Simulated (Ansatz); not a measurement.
**Si2H4 (SMILES [SiH][SiH3]): U-wB97X/STO-3G**

Aim: the electronic atomisation energy of Si2H4 at U-wB97X/STO-3G, from 3 runs. 

The results are computed with Ansatz 0.2.0.

29 further runs of the same task are left out: 29 set aside as unsound or not needed.

## (1) Starting point

The species is Si2H4 (6 atoms), meant as a triplet with charge 0. SMILES: `[SiH][SiH3]`. The coordinates come from a GFN2-xTB relaxation.

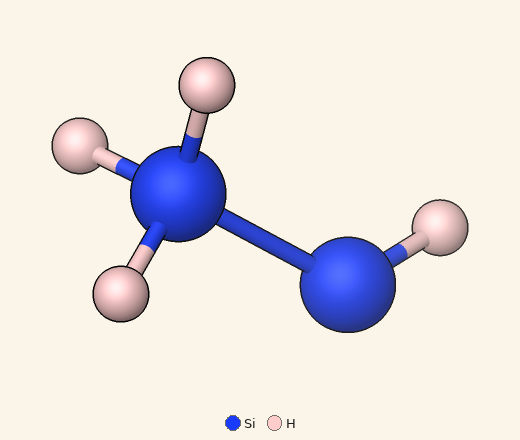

Viewed from a chosen angle; silicon blue, hydrogen pink.

## (2) A single-point energy at U-wB97X/STO-3G

molecule.yaml reads:

```yaml
crystal:
  periodic: [false, false, false]
  atoms:
    - symbol: Si
      position_ang: [0.322720, -1.575880, 0.287350]
    - symbol: Si
      position_ang: [-0.300130, 0.523270, -0.245660]
    - symbol: H
      position_ang: [1.427930, -2.017820, 1.155760]
    - symbol: H
      position_ang: [-1.456530, 0.376070, -1.136010]
    - symbol: H
      position_ang: [0.714920, 1.325330, -0.951090]
    - symbol: H
      position_ang: [-0.708920, 1.369020, 0.889660]
basis:
  gaussian:
    orbitals: STO-3G
magnetization:
  spin_polarized: true
  initial_magnetization: 2
hamiltonian:
  xc: {name: wB97X}
accuracy: high
```

Started as:

```sh
$ ansatz run molecule.yaml --threads 1 --pin off --max-ram 2610MiB --events-out events.jsonl --progress --plain --runs-dir runs
```

Standard output:

```text
Warning: RAYON_NUM_THREADS=1 ignored (pool sized by the plan → 1); use --threads N
Functional definition: wB97X
  name "wB97X"
  parameter omega = 0.3/bohr
  parameter cx = 0.157706
  parameter cx1 = 0.726479
  parameter cx2 = 1.04760
  parameter cx3 = -5.70635
  parameter cx4 = 13.2794
  parameter css1 = -4.33879
  parameter css2 = 18.2308
  parameter css3 = -31.7430
  parameter css4 = 17.2901
  parameter cos1 = 2.37031
  parameter cos2 = -11.3995
  parameter cos3 = 6.58405
  parameter cos4 = -3.78132
  exchange = spin_sum(e_x_unif_sr(omega)*poly(b97_u_x, 1 - cx, cx1, cx2, cx3, cx4)) + cx*exact_x_sr(omega)
      + exact_x_lr(omega)
  correlation = spin_sum(e_c_pw_same_spin*poly(b97_u_same, 1, css1, css2, css3, css4))
      + integral(e_c_pw_opposite_spin*poly(b97_u_opposite, 1, cos1, cos2, cos3, cos4))
388 factors; integrals over basis functions are off by at most 6.1e-9 eV
166 factors; integrals over basis functions are off by at most 7.8e-10 eV
mean field evaluation 1: about -15632.8092 eV, gradient 8.0e0 eV
mean field evaluation 2: about -15633.4556 eV, gradient 2.8e0 eV
mean field evaluation 4: about -15633.5483 eV, gradient 2.1e-1 eV
mean field evaluation 8: about -15633.4964 eV, gradient 3.9e-3 eV
mean field evaluation 16: about -15633.4964 eV, gradient 4.5e-7 eV
mean field -15633.49638700 eV, -574.5203954579 hartree, gradient 2.2e-8 eV, S^2 2.001777; 0 other end points of the search recorded, 0 dependent functions left out
reference -15633.49638535 eV, -574.5203953973 hartree; 17, 15 occupied and 5, 7 virtual orbitals, 388 factors
Total energy: -15633.49638535 eV, -574.5203953973 hartree
```

It took 6.6 s on 1 thread of AMD EPYC 9R14 (Zen 4), shared host; peak memory 0.47 GiB.

## (3) The H atom at the same level

in.yaml reads:

```yaml
crystal:
  periodic: [false, false, false]
  atoms:
    - symbol: H
      position_ang: [0.000000, 0.000000, 0.000000]
basis:
  gaussian:
    orbitals: STO-3G
magnetization:
  spin_polarized: true
  initial_magnetization: 1
hamiltonian:
  xc: {name: wB97X}
accuracy: high
```

Started as:

```sh
$ ansatz run in.yaml --threads 1 --pin off --max-ram 2610MiB --events-out events.jsonl --progress --plain --runs-dir runs
```

Standard output, cut to the lines that bear on the results:

```text
Warning: RAYON_NUM_THREADS=1 ignored (pool sized by the plan → 1); use --threads N
[... 2 set-up lines as earlier in the session ...]
[...]
      + exact_x_lr(omega)
[...]
      + integral(e_c_pw_opposite_spin*poly(b97_u_opposite, 1, cos1, cos2, cos3, cos4))
1 factors; integrals over basis functions are off by at most 4.6e-10 eV
1 factors; integrals over basis functions are off by at most 2.9e-10 eV
[...]
mean field -12.70558344 eV, -0.4669215794 hartree, gradient 0.0e0 eV, S^2 0.750000; 0 other end points of the search recorded, 0 dependent functions left out
reference -12.70558358 eV, -0.4669215842 hartree; 1, 0 occupied and 0, 1 virtual orbitals, 1 factors
Total energy: -12.70558358 eV, -0.4669215842 hartree
```

Wall time 0.2 s (1 thread of AMD EPYC 9R14 (Zen 4), shared host).

## (4) The Si atom, same level

molecule.yaml reads:

```yaml
crystal:
  periodic: [false, false, false]
  atoms:
    - {symbol: Si, position_ang: [0.000000, 0.000000, 0.000000]}
basis:
  gaussian:
    orbitals: STO-3G
magnetization:
  spin_polarized: true
  initial_magnetization: 2
hamiltonian:
  xc: {name: wB97X}
accuracy: high
```

Run the same way, it converges to -285.93335 Eh (log not shown).

## (5) Results

At U-wB97X/STO-3G:

```
                     quantity          value
       molecule: total energy  -574.52040 Eh
               molecule: ⟨S²⟩          2.002
         H atom: total energy    -0.46692 Eh
                 H atom: ⟨S²⟩          0.750
        Si atom: total energy  -285.93335 Eh
                Si atom: ⟨S²⟩          2.000
electronic atomisation energy      21.388 eV
```

What this shows: Taking the molecule apart into free atoms costs 21.39 eV (493 kcal/mol), before zero-point energy and without spin-orbit coupling. In a minimal basis such a difference can be off by several eV, whatever the method.
